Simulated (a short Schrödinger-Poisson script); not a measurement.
Stack: symmetric double-gate stack, HfO2 on p-type Si(111), at 300 K.

| layer | material | thickness (nm) | Na (cm⁻³) |
|---|---|---|---|
| 1 | HfO2 | 3.6 | - |
| 2 | Si | 5 | 2e16 |
| 3 | HfO2 | 3.6 | - |

The device is made up for the run: typed textbook-type constants, with dimensions and the other settings drawn at random. HfO2: permittivity 22, conduction-band edge (eV) 1.55, gap (eV) 5.7, electron mass (mₑ) 0.2. Si: permittivity 11.7, conduction-band edge (eV) 0, gap (eV) 1.124, Nv at 300 K (cm⁻³) 3.1e19.

Channel valleys (confinement mass, in-plane density-of-states mass, number): Δ6 0.258, 0.358, 6. At the gates, both at one voltage, the conduction-band edge of layer 1 lies 2.1 eV − eVg above the Fermi level of the channel. Gaps are held at their typed values at every temperature. Mesh 0.03 nm at interfaces.

From a short Schrödinger-Poisson script (our own, NumPy): 1D Poisson equation in equilibrium, electrons quantum, Hartree (BenDaniel-Duke, 12 states a valley, the channel's in-plane mass for all, wave functions ending at the dielectric), parabolic valleys, classical holes, full ionisation, no traps, pinning or gate leakage.

Only gate voltages with over 1e8 electrons/cm² are shown.

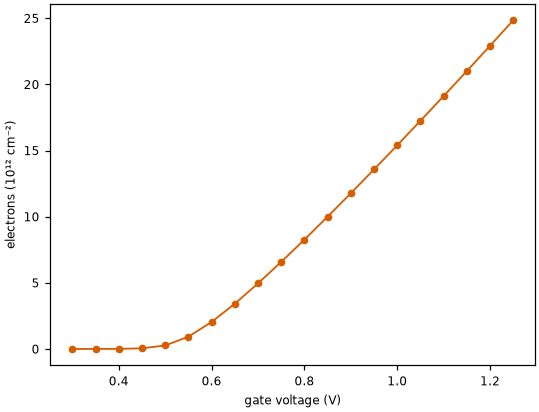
Figure. Sheet density against gate voltage

| Vg (V) | electrons (cm⁻²) | C (μF/cm²) | Δ6 E0 (meV) | Δ6 E1 (meV) |
|---|---|---|---|---|
| 0.3 | 1.52e8 | < 0.003 | 308.5 | 483.4 |
| 0.35 | 1.05e9 | 0.00665 | 258.6 | 433.4 |
| 0.4 | 7.24e9 | 0.0454 | 208.7 | 383.5 |
| 0.45 | 4.80e10 | 0.288 | 159.8 | 334.5 |
| 0.5 | 2.65e11 | 1.31 | 115.5 | 289.7 |
| 0.55 | 9.27e11 | 2.95 | 82.7 | 255.3 |
| 0.6 | 2.04e12 | 4.09 | 61.7 | 231.6 |
| 0.65 | 3.42e12 | 4.72 | 47.6 | 214.2 |
| 0.7 | 4.96e12 | 5.08 | 37.1 | 200.2 |
| 0.75 | 6.58e12 | 5.32 | 28.9 | 188.3 |
| 0.8 | 8.27e12 | 5.49 | 22.0 | 177.7 |
| 0.85 | 1.00e13 | 5.62 | 16.1 | 168.0 |
| 0.9 | 1.18e13 | 5.73 | 10.8 | 159.0 |
| 0.95 | 1.36e13 | 5.81 | 6.1 | 150.6 |
| 1 | 1.54e13 | 5.89 | 1.7 | 142.6 |
| 1.05 | 1.73e13 | 5.96 | -2.3 | 135.1 |
| 1.1 | 1.91e13 | 6.03 | -6.1 | 127.8 |
| 1.15 | 2.10e13 | 6.09 | -9.6 | 120.8 |
| 1.2 | 2.29e13 | 6.15 | -13.0 | 114.1 |
| 1.25 | 2.49e13 | 6.21 | -16.2 | 107.6 |

Subbands count from the Fermi level. The capacitance is that of both gates.
